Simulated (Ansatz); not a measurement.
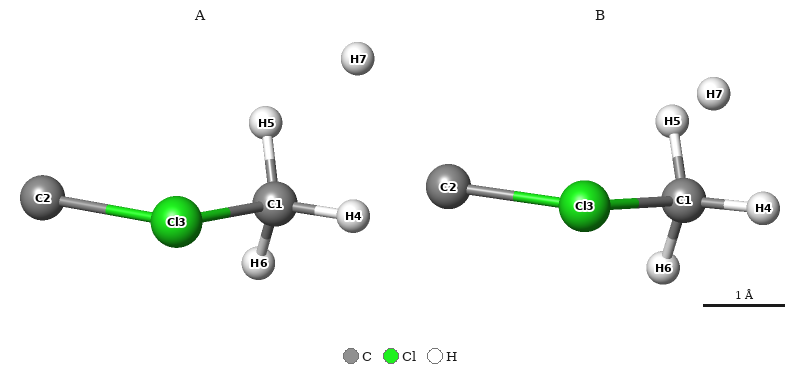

Two geometries of C₂H₄Cl (multiplicity 2), drawn at one scale. One is the start of a relaxation, the other its converged end. The picture is a ball-and-stick view, seen from a free direction.

These are results of Ansatz 0.2.0, UKS PBE0-D4/def2-TZVP, not measurements. Set-up: force threshold 0.005 eV/Å; at most 200 steps.

Which of the two is the end point?

Answer. Structure A is the relaxed one. It is one of the separated reactants of a reaction. After 9 accepted moves (10 points after the start) the energy has fallen by 2.53 kcal/mol. Largest force component: 0.63 eV/Å at the start, 0.0023 eV/Å at the end. The line search rejected the trial step at point 9 of the run. The largest move after the best rigid fit is that of H7, 0.80 Å. By element the largest moves are H 0.80 Å, C 0.36 Å, Cl 0.24 Å. Among the contacts that change: C1–Cl3 1.868 → 1.788 Å, C2–Cl3 1.847 → 1.923 Å, C1–H5 1.104 → 1.087 Å, C1–H4 1.105 → 1.088 Å. Bond angles that change, for instance: C1–Cl3–C2 108.9° → 103.8°.

Limits of the set-up: the start holds two separate molecules, 2.4 Å apart at their closest, whose relative position is a soft coordinate.
